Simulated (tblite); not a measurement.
# Geometry relaxation, with input and output: C6H9SSi (part 2 of 2)

Continued. System: C6H9SSi, multiplicity 2. Method: GFN2-xTB geometry optimisation, gas phase (tblite 0.8.0). It belongs to a series of runs on one base structure; here: H removed from Si.

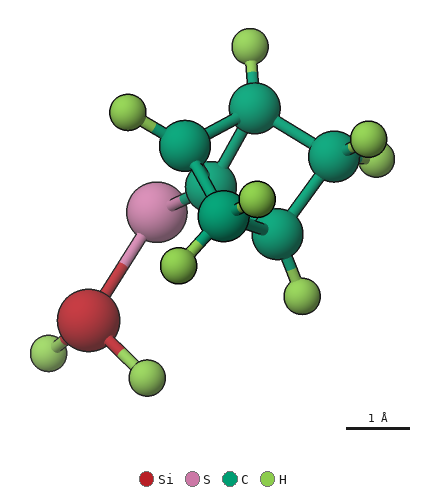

*The geometry at step 110 of the log (ball-and-stick view, seen at a tilt).*

## Trajectory as extended XYZ, continued
```
17
Properties=species:S:1:pos:R:3:forces:R:3 step=77 energy=-607.16815
Si    2.9956    0.7649    0.4285   -0.0270   0.0100   0.0100
S     1.3583    0.3075    1.7469   -0.0120   0.0160   0.0180
C     0.0535    0.1252    0.5774   -0.0030  -0.0030  -0.0050
C    -0.1196   -0.7193   -0.7249   -0.0040  -0.0190   0.0100
C    -1.4069   -1.3037   -0.1289   -0.0080  -0.0100  -0.0020
C    -1.4207   -0.0846    0.7723    0.0000  -0.0080  -0.0050
C    -0.9150    1.0888   -0.0557    0.0220   0.0000  -0.0170
C    -0.6056    0.5493   -1.4384    0.0160  -0.0190  -0.0010
H     3.1201   -0.3283   -0.5258    0.0460   0.0120  -0.0100
H     4.1227    0.9506    1.3241   -0.0110  -0.0150  -0.0340
H     0.6270   -1.3633   -1.1764    0.0040   0.0010   0.0150
H    -2.2433   -1.4447   -0.8145   -0.0100   0.0060   0.0100
H    -1.2292   -2.2171    0.4351   -0.0130  -0.0050  -0.0030
H    -1.9953    0.0548    1.6716   -0.0030  -0.0010  -0.0110
H    -1.1143    2.1110    0.2162    0.0000  -0.0030   0.0030
H    -1.4371    0.4238   -2.1337    0.0110   0.0250   0.0170
H     0.2028    1.0971   -1.9201   -0.0080   0.0120   0.0040
17
Properties=species:S:1:pos:R:3:forces:R:3 step=88 energy=-607.17122
Si    2.9759    0.8180    0.4374    0.0240  -0.0160  -0.0090
S     1.3585    0.2898    1.7548   -0.0020  -0.0280  -0.0070
C     0.0550    0.1052    0.5861   -0.0020   0.0000   0.0080
C    -0.1220   -0.7417   -0.7141   -0.0070  -0.0230   0.0210
C    -1.4225   -1.3051   -0.1256   -0.0240   0.0120   0.0170
C    -1.4222   -0.0849    0.7734   -0.0050   0.0300  -0.0030
C    -0.8956    1.0791   -0.0566   -0.0020  -0.0010   0.0030
C    -0.5838    0.5323   -1.4351    0.0160  -0.0260   0.0070
H     3.1048   -0.1951   -0.6042   -0.0130   0.0240   0.0260
H     4.1164    0.9023    1.3307    0.0050   0.0180  -0.0180
H     0.6198   -1.3996   -1.1522    0.0100  -0.0010  -0.0130
H    -2.2598   -1.4279   -0.8125   -0.0140   0.0010  -0.0280
H    -1.2707   -2.2230    0.4384    0.0190   0.0020   0.0030
H    -2.0015    0.0680    1.6676   -0.0020  -0.0050  -0.0060
H    -1.0816    2.1049    0.2109   -0.0040   0.0020   0.0060
H    -1.4131    0.4208   -2.1345    0.0040   0.0070  -0.0070
H     0.2356    1.0689   -1.9108   -0.0040   0.0050  -0.0010
17
Properties=species:S:1:pos:R:3:forces:R:3 step=99 energy=-607.17357
Si    2.9631    0.8808    0.4679    0.0020   0.0140  -0.0040
S     1.3724    0.2156    1.7591   -0.0230  -0.0090   0.0050
C     0.0575    0.0738    0.5959    0.0030  -0.0050   0.0070
C    -0.1312   -0.7743   -0.7019    0.0040   0.0020   0.0120
C    -1.4508   -1.3025   -0.1228   -0.0080   0.0160   0.0150
C    -1.4260   -0.0803    0.7731    0.0010   0.0190   0.0040
C    -0.8672    1.0678   -0.0564    0.0200  -0.0040  -0.0050
C    -0.5565    0.5078   -1.4304    0.0070  -0.0030  -0.0090
H     3.0606   -0.0134   -0.6777   -0.0070  -0.0100   0.0010
H     4.1352    0.8845    1.3242   -0.0250   0.0090  -0.0070
H     0.6002   -1.4510   -1.1297   -0.0060   0.0050  -0.0120
H    -2.2846   -1.4029   -0.8183   -0.0050  -0.0090  -0.0080
H    -1.3276   -2.2215    0.4459    0.0130  -0.0060  -0.0080
H    -2.0117    0.0893    1.6598    0.0070  -0.0040   0.0090
H    -1.0369    2.0987    0.2046    0.0210  -0.0180   0.0020
H    -1.3804    0.4136   -2.1381   -0.0170   0.0030  -0.0060
H     0.2771    1.0260   -1.9014    0.0140   0.0000   0.0030
17
Properties=species:S:1:pos:R:3:forces:R:3 step=110 energy=-607.17537
Si    2.9252    0.9198    0.4779    0.0080  -0.0070  -0.0070
S     1.3742    0.1688    1.7704    0.0070   0.0000  -0.0080
C     0.0643    0.0448    0.6012   -0.0050  -0.0040   0.0010
C    -0.1366   -0.7962   -0.6997    0.0000   0.0020  -0.0020
C    -1.4674   -1.2991   -0.1238    0.0060  -0.0030  -0.0030
C    -1.4221   -0.0778    0.7730   -0.0040   0.0010  -0.0040
C    -0.8359    1.0588   -0.0529    0.0160   0.0020  -0.0020
C    -0.5333    0.4958   -1.4272    0.0020  -0.0010  -0.0050
H     3.0061    0.0649   -0.6990    0.0040   0.0020  -0.0010
H     4.1186    0.9151    1.3027   -0.0100   0.0100   0.0060
H     0.5804   -1.4867   -1.1303    0.0000   0.0050   0.0030
H    -2.3001   -1.3900   -0.8225    0.0000   0.0070   0.0100
H    -1.3556   -2.2200    0.4447   -0.0110  -0.0040  -0.0020
H    -2.0034    0.1015    1.6606   -0.0080  -0.0020   0.0020
H    -0.9768    2.0930    0.2106   -0.0050  -0.0010   0.0050
H    -1.3576    0.4215   -2.1375   -0.0040  -0.0010   0.0020
H     0.3128    0.9977   -1.8943    0.0050  -0.0040   0.0030
17
Properties=species:S:1:pos:R:3:forces:R:3 step=121 energy=-607.17597
Si    2.9209    0.9411    0.4858    0.0010  -0.0030  -0.0030
S     1.3892    0.1296    1.7623   -0.0210  -0.0030  -0.0140
C     0.0723    0.0242    0.5981   -0.0280  -0.0100  -0.0010
C    -0.1468   -0.8109   -0.7039   -0.0150  -0.0130  -0.0070
C    -1.4840   -1.2951   -0.1248    0.0050  -0.0120  -0.0100
C    -1.4154   -0.0772    0.7751   -0.0200  -0.0160  -0.0090
C    -0.8157    1.0519   -0.0508    0.0060   0.0090  -0.0050
C    -0.5297    0.4875   -1.4282    0.0060  -0.0040   0.0000
H     3.0259    0.1101   -0.7056    0.0070  -0.0030  -0.0090
H     4.1064    0.9536    1.3205    0.0120   0.0110   0.0040
H     0.5590   -1.5098   -1.1392   -0.0020   0.0010   0.0040
H    -2.3215   -1.3694   -0.8207    0.0200   0.0140   0.0160
H    -1.3890   -2.2209    0.4393    0.0060   0.0100  -0.0010
H    -1.9954    0.1101    1.6618    0.0050  -0.0020   0.0150
H    -0.9438    2.0858    0.2190    0.0040   0.0160  -0.0070
H    -1.3599    0.4253   -2.1335    0.0080   0.0000   0.0170
H     0.3205    0.9761   -1.9015    0.0050   0.0060   0.0080
17
Properties=species:S:1:pos:R:3:forces:R:3 step=132 energy=-607.17717
Si    2.9190    0.9288    0.4662   -0.0010   0.0000   0.0000
S     1.4012    0.0956    1.7447    0.0010   0.0010   0.0040
C     0.0704    0.0041    0.5950    0.0000  -0.0020   0.0020
C    -0.1625   -0.8184   -0.7120   -0.0070  -0.0040  -0.0010
C    -1.5023   -1.2914   -0.1313   -0.0060   0.0030   0.0070
C    -1.4170   -0.0816    0.7784    0.0030  -0.0020   0.0030
C    -0.8074    1.0473   -0.0420   -0.0020   0.0020   0.0000
C    -0.5304    0.4904   -1.4242   -0.0020   0.0020   0.0000
H     3.1139    0.0534   -0.6816    0.0000  -0.0010  -0.0020
H     4.0776    1.0716    1.3264    0.0010   0.0010   0.0010
H     0.5336   -1.5228   -1.1537    0.0020   0.0020  -0.0010
H    -2.3436   -1.3478   -0.8233    0.0060  -0.0030   0.0030
H    -1.4146   -2.2221    0.4254   -0.0020   0.0030  -0.0040
H    -1.9880    0.1050    1.6716    0.0020  -0.0050  -0.0060
H    -0.9209    2.0815    0.2345    0.0010   0.0030  -0.0020
H    -1.3621    0.4453   -2.1282    0.0020   0.0000  -0.0030
H     0.3262    0.9732   -1.8921    0.0010   0.0010  -0.0010
```

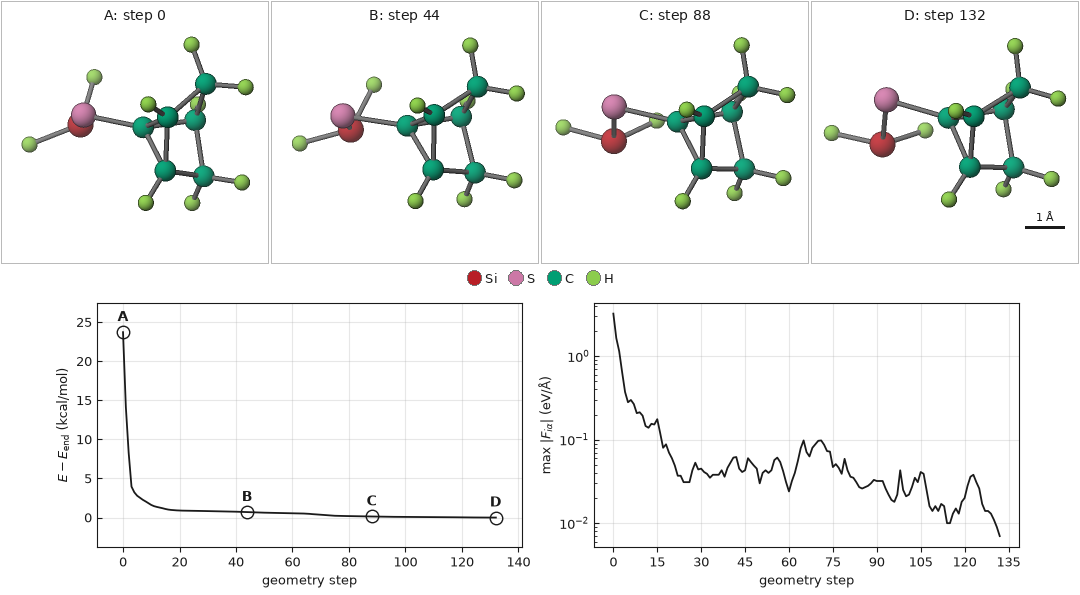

*Frames of the relaxation (ball-and-stick view, seen at a tilt) above the curves, on which the letters mark them (steps are counted from 0).*

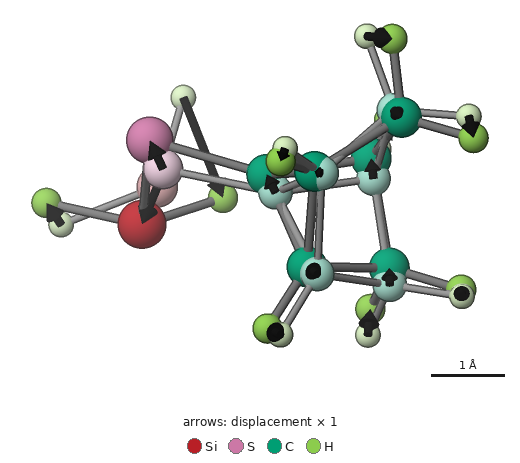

*Start (faint) and end (solid) with the displacements as black arrows, at true length (ball-and-stick view, seen at a tilt). The two geometries are laid on each other by the best rigid fit.*

H9 moves most after the best rigid fit: 1.49 Å. By element the largest moves are H 1.49 Å, Si 0.63 Å, S 0.44 Å, C 0.30 Å. Distances before and after: S2–C3 1.683 → 1.761 Å, C3–C4 1.493 → 1.562 Å, C4–C8 1.494 → 1.535 Å, C3–C7 1.471 → 1.505 Å. Among the angles that change: C5–C4–C8 116.8° → 103.2°, Si1–S2–C3 111.1° → 99.5°, C7–C8–H16 106.8° → 117.7°. After 132 geometry steps the energy has fallen by 23.7 kcal/mol. Largest force component: 3.2 eV/Å at the start, 0.007 eV/Å at the end. (Atoms are counted from 1 in the order of the input.)

The run was set up as follows.

## Input
```
{"job": {"kind": "relax", "xc": "GFN2-xTB", "basis": "xTB"}, "charge": 0, "multiplicity": 2}
Si     3.099200     0.316300     0.374300
S      1.241700     0.378500     1.473400
C     -0.076700     0.192200     0.443700
C     -0.228700    -0.563900    -0.834900
C     -1.309600    -1.356700    -0.102900
C     -1.512300    -0.088000     0.709500
C     -1.096800     1.124900    -0.060500
C     -0.645200     0.729500    -1.456000
H      3.609200    -1.047600     0.217800
H      4.073400     1.219600     1.005100
H      0.614700    -1.109600    -1.229200
H     -2.195400    -1.596500    -0.732200
H     -0.893300    -2.183800     0.488000
H     -1.983900    -0.082400     1.668600
H     -1.282400     2.144800     0.234800
H     -1.562600     0.579500    -2.057900
H      0.141400     1.355300    -1.887900
```

The first line tells a small driver script what to run in tblite; the rest is the geometry in Å.

Run as:
```bash
OMP_NUM_THREADS=1 python <driver script> task.json out
```

## Key numbers

| quantity | value |
| --- | --- |
| outcome | converged |
| total energy | −607.1772 eV |
| hardware | 1 CPU thread, shared host |
| wall time | 1.1 s |
| peak memory | 0.18 GiB |
